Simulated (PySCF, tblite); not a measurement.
# C₆H₄FNO+ (doublet): geometry, infrared bands and EPR parameters

What infrared bands and EPR parameters should C₆H₄FNO+ (doublet) (`CC(=O)[C@]1(F)[CH+][C]1C#N`) show?

The runs use tblite 0.8.0 and PySCF 2.14.0, with density-fitted response routines of our own; the level of theory stands in each step. All values are computed, except where a source is named. Atoms are numbered from 0 throughout.

### Step 1. The starting structure

13 atoms, charge 1, multiplicity 2; geometry from: force field or distance geometry start.

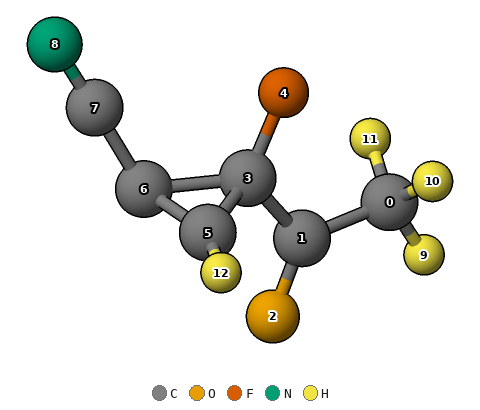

The starting geometry (carbon grey, oxygen amber, fluorine orange, nitrogen teal, hydrogen yellow), atoms numbered.

### Step 2. Geometry optimisation with GFN2-xTB

What the job is given:

```
{"job": {"kind": "relax", "xc": "GFN2-xTB", "basis": "xTB"}, "charge": 1, "multiplicity": 2}
C     -2.019800     0.906000    -0.320200
C     -1.090900    -0.260900    -0.329400
O     -1.513400    -1.416500    -0.370600
C      0.381500    -0.029300    -0.262400
F      0.758700     1.268300    -0.189400
C      1.132700    -0.985000    -1.137600
C      1.305500    -1.055400     0.349900
C      2.616500    -0.540900     0.789400
N      3.659400    -0.155800     1.132000
H     -3.079000     0.592500    -0.412000
H     -1.682400     1.531900    -1.176000
H     -1.822300     1.461400     0.626500
H      1.349200    -1.315900    -2.139100
```

Started as:

```console
$ OMP_NUM_THREADS=1 python probes_run.py task.json out
```

This one command runs all jobs of the session in turn.

The log of the run:

```text
step      E/eV     max force
  0    -703.59854    5.923
  1    -704.17107    5.000
  2    -704.45768    4.465
  3    -704.62824    3.053
  4    -704.75344    1.466
  5    -704.80414    1.890
  6    -704.87879    1.037
  7    -704.95820    0.734
  8    -704.98227    0.639
  9    -705.06732    0.656
 10    -705.09592    0.570
 11    -705.12659    0.558
 12    -705.16380    0.876
 13    -705.20822    1.010
 14    -705.24365    0.717
 15    -705.26694    1.221
 16    -705.27864    1.592
 17    -705.30481    0.538
 18    -705.32032    0.730
 19    -705.33357    0.664
 20    -705.35224    0.550
 21    -705.37663    0.666
 22    -705.40037    1.420
 23    -705.41411    0.984
 24    -705.43716    0.367
 25    -705.45555    0.603
 26    -705.47199    0.435
 27    -705.47909    0.415
 28    -705.48575    0.310
 29    -705.49211    0.223
 30    -705.49687    0.179
 31    -705.49964    0.190
 32    -705.50200    0.159
 33    -705.50334    0.159
 34    -705.50433    0.122
 35    -705.50546    0.103
 36    -705.50680    0.107
 37    -705.50809    0.104
 38    -705.50919    0.090
 39    -705.51015    0.087
 40    -705.51118    0.087
 41    -705.51227    0.105
 42    -705.51315    0.086
 43    -705.51380    0.052
 44    -705.51436    0.066
 45    -705.51490    0.067
 46    -705.51532    0.058
 47    -705.51558    0.043
 48    -705.51574    0.037
 49    -705.51588    0.037
 50    -705.51605    0.039
 51    -705.51622    0.034
 52    -705.51638    0.037
 53    -705.51655    0.036
 54    -705.51676    0.040
 55    -705.51703    0.046
 56    -705.51737    0.056
 57    -705.51784    0.067
 58    -705.51855    0.073
 59    -705.51957    0.090
 60    -705.52075    0.093
 61    -705.52164    0.072
 62    -705.52214    0.060
 63    -705.52256    0.077
 64    -705.52305    0.077
 65    -705.52365    0.068
 66    -705.52429    0.065
 67    -705.52449    0.056
 68    -705.52486    0.045
 69    -705.52506    0.034
 70    -705.52520    0.026
 71    -705.52530    0.036
 72    -705.52540    0.030
 73    -705.52550    0.038
 74    -705.52555    0.025
 75    -705.52559    0.019
 76    -705.52562    0.020
 77    -705.52566    0.022
 78    -705.52570    0.024
 79    -705.52577    0.026
 80    -705.52583    0.026
 81    -705.52589    0.024
 82    -705.52592    0.017
 83    -705.52594    0.011
 84    -705.52595    0.010
 85    -705.52596    0.010
 86    -705.52598    0.011
 87    -705.52599    0.009
```

It took 0.48 s on 1 thread of Arm Neoverse V2, shared host; peak memory 0.18 GiB.

Along the way: (not every step is listed)

| step | energy from step 0 (eV) | largest force (eV/Å) |
| --- | --- | --- |
| 0 | 0.0000 | 5.9234 |
| 1 | -0.5725 | 5.0004 |
| 2 | -0.8591 | 4.4653 |
| 3 | -1.0297 | 3.0534 |
| 4 | -1.1549 | 1.4655 |
| 5 | -1.2056 | 1.8898 |
| 6 | -1.2803 | 1.0367 |
| 7 | -1.3597 | 0.7343 |
| 8 | -1.3837 | 0.6387 |
| 15 | -1.6684 | 1.2210 |
| 22 | -1.8018 | 1.4199 |
| 29 | -1.8936 | 0.2232 |
| 36 | -1.9083 | 0.1067 |
| 43 | -1.9153 | 0.0524 |
| 50 | -1.9175 | 0.0391 |
| 57 | -1.9193 | 0.0673 |
| 64 | -1.9245 | 0.0774 |
| 71 | -1.9268 | 0.0356 |
| 78 | -1.9272 | 0.0242 |
| 82 | -1.9274 | 0.0172 |
| 83 | -1.9274 | 0.0115 |
| 84 | -1.9274 | 0.0102 |
| 85 | -1.9274 | 0.0099 |
| 86 | -1.9274 | 0.0114 |
| 87 | -1.9275 | 0.0094 |

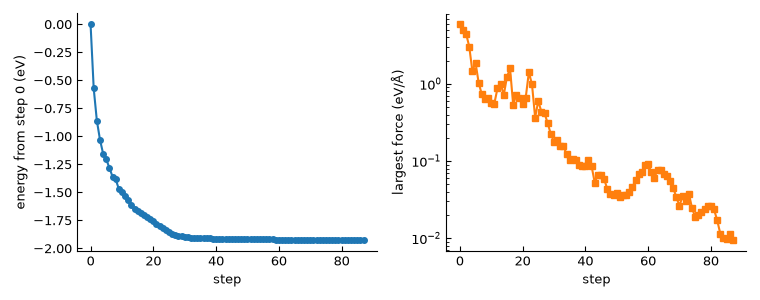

Energy and force, step by step.

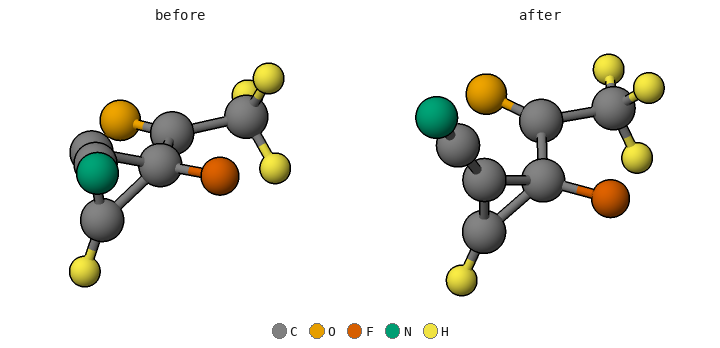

Before and after, at one scale.

Distances of close pairs at the start and the end, largest changes first:

| bond | before (Å) | after (Å) | change (Å) |
| --- | --- | --- | --- |
| C5–C6 | 1.499 | 1.331 | -0.168 |
| C6–C7 | 1.475 | 1.379 | -0.096 |
| C1–C3 | 1.492 | 1.584 | +0.092 |
| C1–O2 | 1.231 | 1.179 | -0.052 |
| C3–C5 | 1.498 | 1.472 | -0.026 |
| C0–H11 | 1.115 | 1.093 | -0.022 |
| C0–H10 | 1.113 | 1.092 | -0.021 |
| C7–N8 | 1.163 | 1.147 | -0.017 |

The final coordinates are the input of the step that follows.

### Step 3. Infrared spectrum with GFN2-xTB

What the job is given:

```
{"job": {"kind": "ir", "xc": "GFN2-xTB", "basis": "xTB"}, "charge": 1, "multiplicity": 2}
C     -1.979001     0.835395    -0.229692
C     -0.999753    -0.274101    -0.125955
O     -1.155299    -1.379605     0.252916
C      0.426495     0.183483    -0.639775
F      0.452252     1.503200    -0.883343
C      1.262406    -0.759483    -1.400028
C      1.615038    -0.569167    -0.130276
C      2.429657    -0.771837     0.964172
N      3.121666    -0.922365     1.865887
H     -2.955248     0.451507     0.072795
H     -2.017795     1.229805    -1.247308
H     -1.675054     1.663067     0.417007
H      1.470247    -1.189412    -2.355100
```

The log of the run:

```text
mode    cm-1     km/mol
  1      34.9      8.10
  2      73.6      1.43
  3     128.5      4.27
  4     146.2      7.29
  5     214.0      0.81
  6     234.5     14.59
  7     328.3      3.08
  8     354.7      2.60
  9     387.5      3.58
 10     471.2     16.15
 11     494.8     20.28
 12     543.7     57.47
 13     571.9      5.42
 14     597.0     25.68
 15     708.3     17.73
 16     728.9     10.18
 17     855.7    158.42
 18     906.5      7.13
 19     948.1     23.92
 20     956.0     10.14
 21    1014.7     79.37
 22    1041.3     16.17
 23    1227.6    100.82
 24    1310.2    101.37
 25    1327.4     46.67
 26    1379.8     21.93
 27    1752.0     25.23
 28    1827.8    264.14
 29    2309.1     42.32
 30    2975.3     36.59
 31    2993.8    173.08
 32    3007.8     14.66
 33    3180.9    106.83
```

Run time: 0.35 s. Hardware: 1 thread of Arm Neoverse V2, shared host; peak memory 0.18 GiB.

The strongest bands and the atoms that carry them (share of the mass-weighted mode):

| cm⁻¹ | km/mol | atoms |
| --- | --- | --- |
| 544 | 57.5 | C6 29 %, C1 29 %, C7 15 % |
| 856 | 158.4 | C3 28 %, F4 17 %, C6 13 %, C0 13 % |
| 1015 | 79.4 | H9 33 %, C0 20 %, C1 17 % |
| 1228 | 100.8 | C3 67 %, F4 12 %, C5 10 % |
| 1310 | 101.4 | H11 36 %, H10 36 %, C0 13 %, H9 13 % |
| 1828 | 264.1 | C1 59 %, O2 40 % |
| 2994 | 173.1 | H9 49 %, H10 42 % |
| 3181 | 106.8 | H12 90 % |

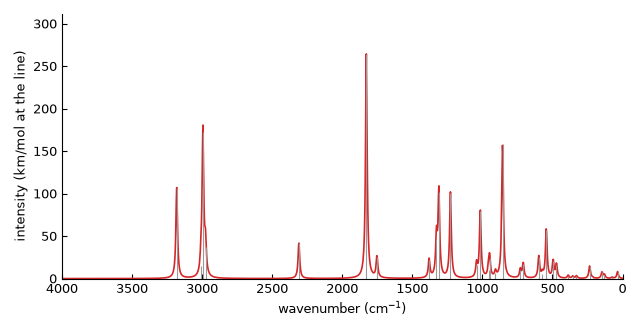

The infrared spectrum from these modes, unscaled. Lines are broadened to a width of 14 cm⁻¹ (Lorentzian).

### Step 4. EPR parameters: B3LYP/pcH-1

Same as in step 3 but for these lines:

```diff
@@ -1,2 +1,2 @@
-{"job": {"kind": "ir", "xc": "GFN2-xTB", "basis": "xTB"}, "charge": 1, "multiplicity": 2}
+{"job": {"kind": "epr", "basis": "pcH-1"}, "charge": 1, "multiplicity": 2}
 C     -1.979001     0.835395    -0.229692
```

With the program's defaults for keys left out, this is: UKS B3LYP, pcH-1 on C F H N O, non-relativistic, mean-field spin-orbit, GIAO.

The log of the run:

```text
UKS, coarse grid
  cycle   1  E = -460.15777249  |g| = 7.63e-01
  cycle   2  E = -458.63342973  |g| = 2.03e+00
  cycle   3  E = -460.38856630  |g| = 2.06e-01
  cycle   4  E = -460.38624359  |g| = 2.34e-01
  cycle   5  E = -460.40524174  |g| = 7.83e-02
  cycle   6  E = -460.40763676  |g| = 4.26e-02
  cycle   7  E = -460.40823532  |g| = 2.25e-02
  cycle   8  E = -460.40845751  |g| = 1.01e-02
  cycle   9  E = -460.40850732  |g| = 6.18e-03
  cycle  10  E = -460.40853234  |g| = 1.25e-03
  cycle  11  E = -460.40853385  |g| = 1.02e-03
  cycle  12  E = -460.40853432  |g| = 4.12e-04
UKS, final grid
  cycle   1  E = -460.40853183  |g| = 8.81e-04
  cycle   2  E = -460.40852934  |g| = 2.59e-03
  cycle   3  E = -460.40853219  |g| = 3.14e-04
  cycle   4  E = -460.40853224  |g| = 9.97e-05
  cycle   5  E = -460.40853225  |g| = 8.72e-05
  cycle   6  E = -460.40853225  |g| = 2.67e-05
E = -460.40853225 Eh   <S^2> = 0.7560 (exact 0.7500)
g shifts (ppm)      1          2          3
  rmc          -262       -262       -262
  gc             13         27         49
  oz_so        -974       1145       9837
  total       -1223        909       9623
hyperfine (MHz)  atom isotope    a_iso     a_fc   dipolar eigenvalues
    0   13C      43.31      43.31    -14.61    -14.14     28.75
    1   13C     -58.57     -58.57    -18.92     -3.04     21.96
    2   17O     -25.30     -25.30   -134.30     61.04     73.27
    3   13C      77.00      77.00    -17.12    -16.04     33.16
    4   19F      47.46      47.46    -97.93    -94.83    192.76
    5   13C      -0.58      -0.58    -11.14     -7.54     18.68
    6   13C       3.67       3.67    -12.80     -9.88     22.68
    7   13C     -11.63     -11.63     -2.49     -1.77      4.27
    8   14N       2.22       2.22     -5.61     -4.88     10.49
    9    1H      14.97      14.97     -7.88      1.45      6.43
   10    1H      -8.94      -8.94     -6.60     -1.34      7.93
   11    1H      -4.81      -4.81     -6.48     -1.13      7.62
   12    1H      -4.34      -4.34     -5.34     -1.51      6.86
```

It took 75 s on 1 thread of Arm Neoverse V2, shared host; peak memory 0.97 GiB.

Principal g values 2.00110, 2.00323, 2.01194; g(iso) = 2.00542, against 2.00232 for a free electron.

Mean a(iso) over the nuclei that a row names, and the largest dipolar term of the row (other rows stand at the frozen geometry):

| nuclei | isotope | a(iso) (MHz) | a(iso) (G, at g = 2.0023) | largest dipolar term (MHz) |
| --- | --- | --- | --- | --- |
| C3 | 13C | 77.0 | 27.5 | 33.2 |
| C1 | 13C | -58.6 | -20.9 | 22.0 |
| F4 | 19F | 47.5 | 16.9 | 192.8 |
| C0 | 13C | 43.3 | 15.5 | 28.7 |
| O2 | 17O | -25.3 | -9.0 | -134.3 |
| C7 | 13C | -11.6 | -4.2 | 4.3 |
| H12 | 1H | -4.3 | -1.5 | 6.9 |
| C6 | 13C | 3.7 | 1.3 | 22.7 |
| N8 | 14N | 2.2 | 0.8 | 10.5 |
| C5 | 13C | -0.6 | -0.2 | 18.7 |
| H9, H10, H11 | 1H | 0.4 | 0.1 | 7.9 |

Mulliken spin populations:

C0 0.12; C1 -0.01; O2 0.45; C3 0.10; F4 0.04; C5 0.09; C6 0.11; C7 -0.03; N8 0.12; H9 0.01; H10 0.00; H11 0.00; H12 0.00

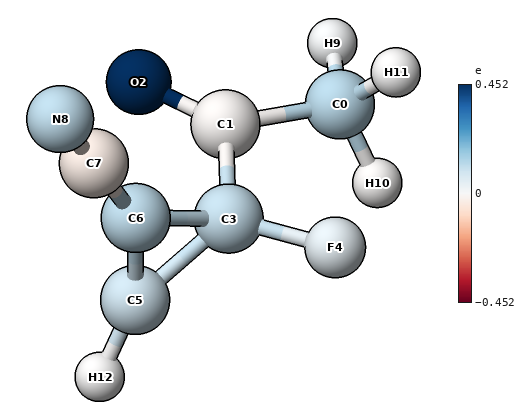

Mulliken spin populations, as colours on the atoms.

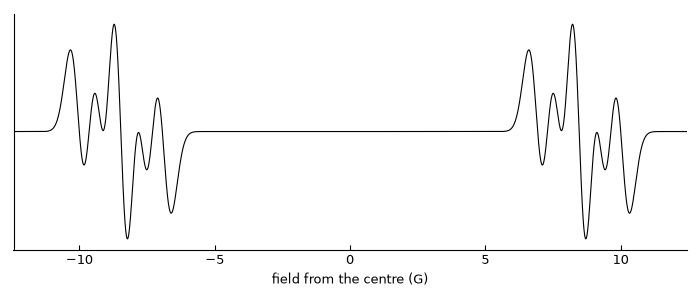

First-order isotropic spectrum (first derivative, main isotopes with spin only, couplings over 0.8 MHz, Gaussian width 0.3 G; couplings of the frozen geometry, rotation of groups not averaged beyond the rows shown).

The fields below are evaluated on a grid from the run's orbitals.

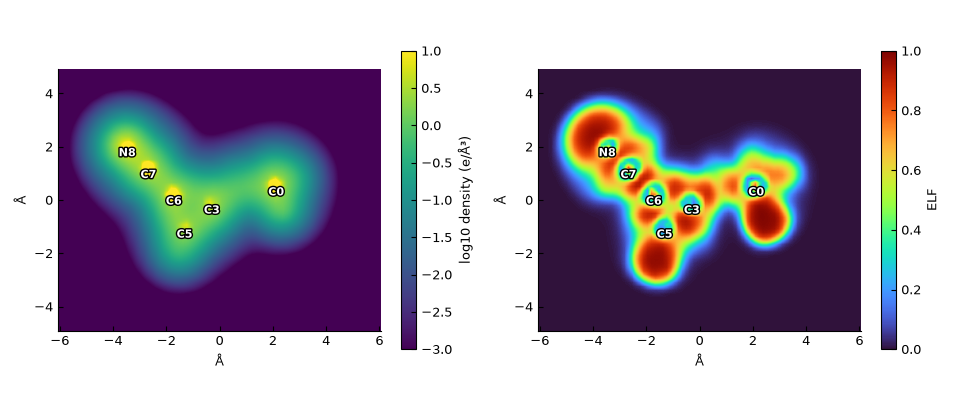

Density (left) and ELF (right) in a plane through or near 6 of the atoms.

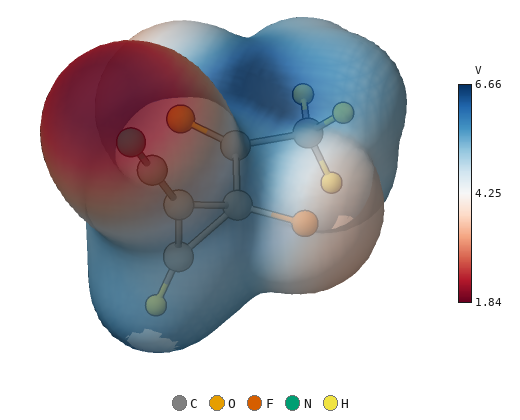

Electrostatic potential on the surface of density 0.002 e/bohr³; red is low, blue high. It runs from 1.84 V near N8 to 6.66 V near C1.

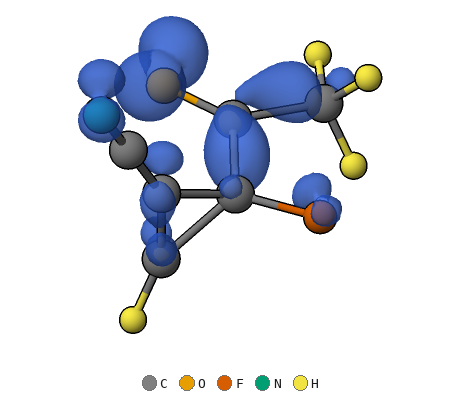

Spin density at ±0.07 e/Å³ (alpha excess blue, beta excess red).

### Step 5. Outcome

| quantity | value |
| --- | --- |
| strongest single infrared mode (GFN2-xTB) | 1828 cm⁻¹, 264 km/mol |
| zero-point energy (GFN2-xTB) | 50.1 kcal/mol |
| g(iso) (B3LYP) | 2.00542 |
| ⟨S²⟩ | 0.756 (exact 0.75) |
| largest a(iso) (averaged by class) | 13C on C3, 77.0 MHz |

The optimisation took 87 steps and gained 1.927 eV; among the close pairs (by a distance rule), C5–C6 changed most, from 1.499 to 1.331 Å. No mode is imaginary among the 33: a minimum at this level. The strongest single mode, at 1828 cm⁻¹, moves mainly C1 and O2. Unscaled tight-binding wavenumbers are off by several per cent, some by more. Its intensities can rank the bands wrongly. The largest share of the spin, 0.45 e, sits on O2. The isotropic g lies 3.1 ppt above the free-electron value. These values are for one conformer; the search (at its own cheap level) found 2 more, at 0.02, 4.58 kcal/mol (those within 0.05 may be mirror or relabelled copies), and measured spectra average over such forms.
